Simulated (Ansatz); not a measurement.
A series of calculations on CH6AlBSe

### Relaxation

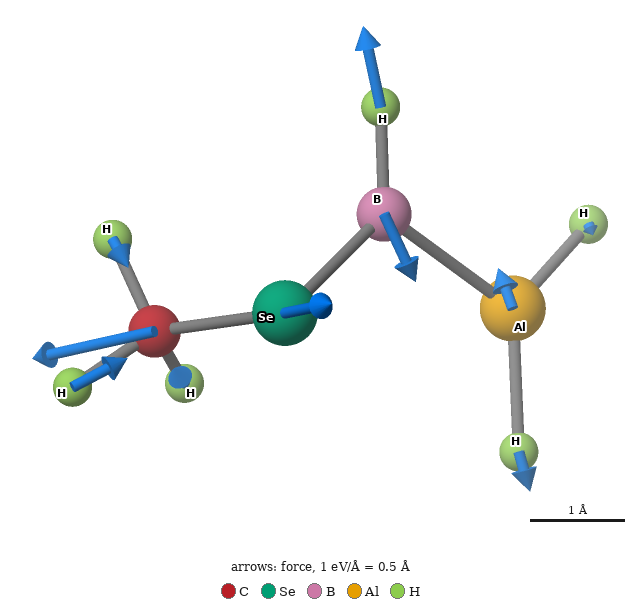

Starting geometry of CH6AlBSe with the computed forces as blue arrows. The picture is a ball-and-stick view, seen at a tilt.

The run prepares an end point of a later path (torsion) calculation, from a guessed geometry.

The calculation used RKS BLYP-D4/def2-SVP in Ansatz 0.2.0. Set-up: no spin polarisation; force threshold 0.015 eV/Å; at most 40 steps.

What follows when this structure is relaxed?

Answer. It isn't relaxed: the largest force vector, on the C atom, is 3.38 eV/Å. The final displacements have little in common with the starting forces (cosine between the two patterns −0.02). An H atom moves most after the best rigid fit: 1.57 Å. Largest moves by element: H 1.57 Å, Se 1.06 Å, B 0.49 Å, Al 0.41 Å, C 0.28 Å. Some distances before and after: C–Se 1.881 → 2.002 Å, B–Se 1.994 → 1.914 Å, B–H 1.151 → 1.217 Å, Al–H 1.539 → 1.604 Å. Bond angles that change, for instance: Se–B–H 123.3° → 109.9°, C–Se–B 90.9° → 103.4°, Al–B–H 117.0° → 124.8°. Groups turn about B–Se by about 90°, Al–B by about 90°. Over 29 accepted moves (31 points after the start) the energy falls by 1.578 eV. Largest force component: 2.7 eV/Å at the start, 0.0064 eV/Å at the end. The line search rejected the trial steps at points 19, 25 of the run.

### Relaxation

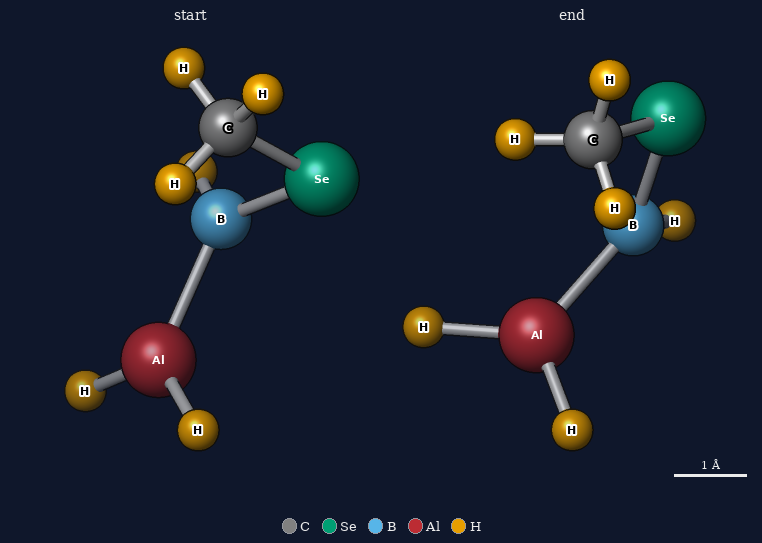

The structure of CH6AlBSe before (left) and after (right) a relaxation, at one scale.

A ball-and-stick model, seen from a free direction.

The run prepares an end point of a later path (torsion) calculation, from a guessed geometry.

The calculation used RKS BLYP-D4/def2-SVP in Ansatz 0.2.0. Settings: no spin polarisation; force threshold 0.015 eV/Å; at most 40 steps.

Summarise the run.

Answer. An H atom moves most after the best rigid fit: 1.58 Å. By element the largest moves are H 1.58 Å, Se 1.08 Å, B 0.51 Å, Al 0.38 Å, C 0.29 Å. Some distances before and after: C–Se 1.881 → 2.002 Å, B–Se 1.994 → 1.914 Å, B–H 1.151 → 1.217 Å, Al–H 1.539 → 1.605 Å. Among the angles between lasting bonds that change: Se–B–H 123.3° → 109.9°, C–Se–B 90.9° → 103.4°, Al–B–H 117.0° → 124.9°. Groups turn about B–Se by about 90°, Al–B by about 90°. The energy falls by 36.2 kcal/mol in 30 geometry steps. The largest force component goes from 2.7 to 0.014 eV/Å. The run took 70 s on 2 threads of Intel(R) Xeon(R) Platinum 8259CL CPU @ 2.50GHz (Skylake/Cascade Lake) (shared host), peak memory 0.18 GiB.

### Path

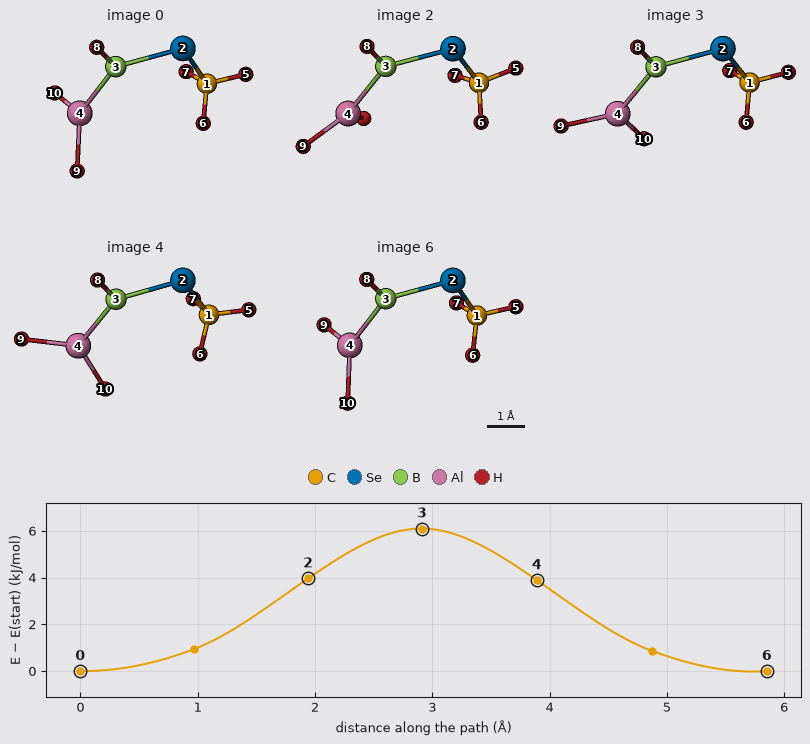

A search for the minimum-energy path of CH6AlBSe by the nudged elastic band. Images are numbered from 0 (start) to 6 (end). Style: ball-and-stick. Shown from a free direction.

Method: RKS BLYP-D4/def2-SVP (Ansatz 0.2.0).

Input
```yaml
crystal:
  periodic: [false, false, false]
  atoms:
    - { symbol: C, position_ang: [-1.370915, 0.300862, -1.09338] }
    - { symbol: Se, position_ang: [-1.167493, -1.474553, -0.190706] }
    - { symbol: B, position_ang: [0.432427, -1.26942, 0.839471] }
    - { symbol: Al, position_ang: [1.618085, 0.478212, 0.916891] }
    - { symbol: H, position_ang: [-2.274585, 0.255088, -1.728027] }
    - { symbol: H, position_ang: [-1.496153, 1.092041, -0.331403] }
    - { symbol: H, position_ang: [-0.486337, 0.498649, -1.726444] }
    - { symbol: H, position_ang: [0.669564, -2.297684, 1.445959] }
    - { symbol: H, position_ang: [1.360191, 1.624796, 2.008535] }
    - { symbol: H, position_ang: [2.798318, 0.74091, -0.137796] }
basis:
  gaussian: { orbitals: def2-SVP }
hamiltonian:
  xc: blyp
  dispersion: d4
neb:
  order_check: false
  images: 5
  f_tol: 0.05
  max_iterations: 60
  initial_path: idpp
  final_atoms:
    - { symbol: C, position_ang: [-1.36810985, 0.29882603, -1.09813864] }
    - { symbol: Se, position_ang: [-1.16589275, -1.47536431, -0.1925459] }
    - { symbol: B, position_ang: [0.43186238, -1.2681045, 0.84111819] }
    - { symbol: Al, position_ang: [1.61439085, 0.481335, 0.92078048] }
    - { symbol: H, position_ang: [-2.28087452, 0.25763792, -1.72050306] }
    - { symbol: H, position_ang: [-1.47744479, 1.09360391, -0.33721419] }
    - { symbol: H, position_ang: [-0.49059901, 0.48792758, -1.74393191] }
    - { symbol: H, position_ang: [0.6672934, -2.29606772, 1.44885023] }
    - { symbol: H, position_ang: [2.81064104, 0.73483357, -0.11837273] }
    - { symbol: H, position_ang: [1.34183523, 1.63427351, 2.00305752] }
```

Launched with:
```bash
ansatz run input.yaml --threads 2 --pin off --max-ram 3072MiB --backend cpu --events-out ev --progress --plain --runs-dir out
```

Describe the mechanism and the energy profile.

The two ends have the same energy, and the highest point, image 3, lies 6.1 kJ/mol above the start. The motion is a rotation about the B3–Al4 bond by about 180°. No bond forms or breaks between the ends. Bond angles that change up to the highest image, for instance: C1–Se2–B3 103.4° → 105.6°. The band converged in 7 iterations. The largest component of the band force went from 1 to 0.032 eV/Å. The climbing image converged on the top of the path. Its vibrational analysis gives one imaginary mode (123i cm⁻¹), as a transition state must have.
